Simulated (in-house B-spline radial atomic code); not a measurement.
## Ba: many-body perturbation calculation

- system: Ba, core [Kr] 4d10 5s2 5p6.
- method: configuration interaction of two valence electrons with many-body perturbation theory for the core (screened one- and two-electron correlation potentials), Breit and QED, no-pair Dirac, B-spline basis (in-house B-spline radial atomic code)

**Key numbers**

- outcome: converged
- hardware: 1 CPU thread, shared host
- wall time: 2.7 min

**Notes**

Caveats: levels with the lowest nd electron over a p6 core lie up to 1200 cm⁻¹ too low for each such electron near neutrality; the outer n is counted by energy, so a perturber such as np2 can shift it by one.

**Input**
```
basis_form = 3
Z = 56
core_configuration = [Kr] 4d10 5s2 5p6
rms_radius = 4.8378
mass_number = 138
speed_of_light = 137.035999084
box_radius = 45.0
lmax = 6
intervals = 67
virtual_cutoff = 6272.0
```

The run was one of a batch that the task file lists, launched with:
```bash
python <driver script> task.json out
```

The program writes its results to a structured record and prints no log; tables and figures of this report are taken from that record.

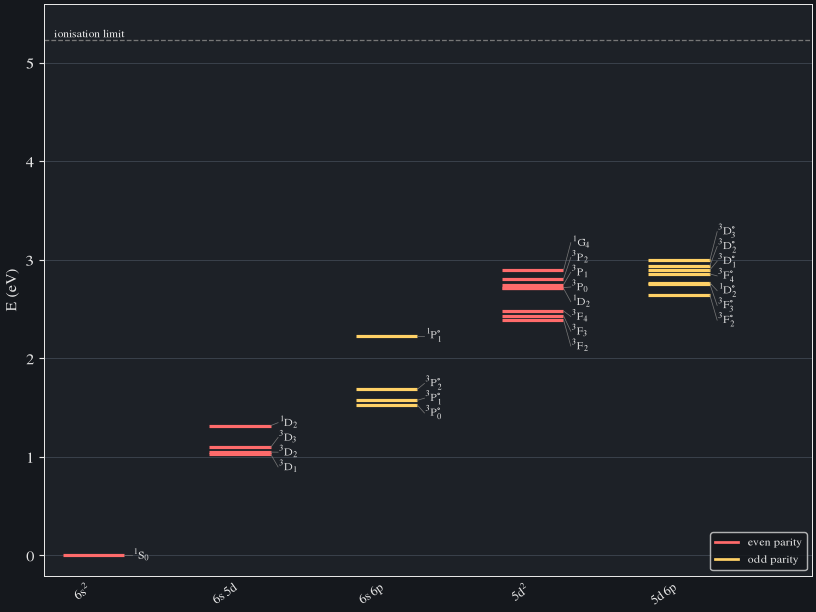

Levels of the Ba atom, two electrons outside the core [Kr] 4d¹⁰ 5s² 5p⁶. CI+MBPT: configuration interaction in the frozen-core Dirac–Hartree–Fock potential with screened core-valence correlation, Breit and QED terms; computed with a B-spline radial code. The lowest level is 6s² ¹S₀. The first excited level, 6s 5d ³D₁, lies at 1.03 eV. The lowest level of opposite parity, 6s 6p ³P°₀, is at 1.53 eV. The ionisation energy is 5.229 eV, against 4.907 eV from CI without core-valence correlation and a measured value of 5.212 eV.

```tsv
Level	E (eV)	measured
6s² ¹S₀	0	0
6s 5d ³D₁	1.025	1.120
6s 5d ³D₂	1.048	1.143
6s 5d ³D₃	1.098	1.190
6s 5d ¹D₂	1.317	1.413
6s 6p ³P°₀	1.528	1.521
6s 6p ³P°₁	1.574	1.567
6s 6p ³P°₂	1.684	1.676
6s 6p ¹P°₁	2.231	2.239
5d² ³F₂	2.392	–
5d² ³F₃	2.432	–
5d² ³F₄	2.481	–
5d 6p ³F°₂	2.642	–
5d² ¹D₂	2.710	–
5d² ³P₀	2.717	–
5d² ³P₁	2.748	–
```
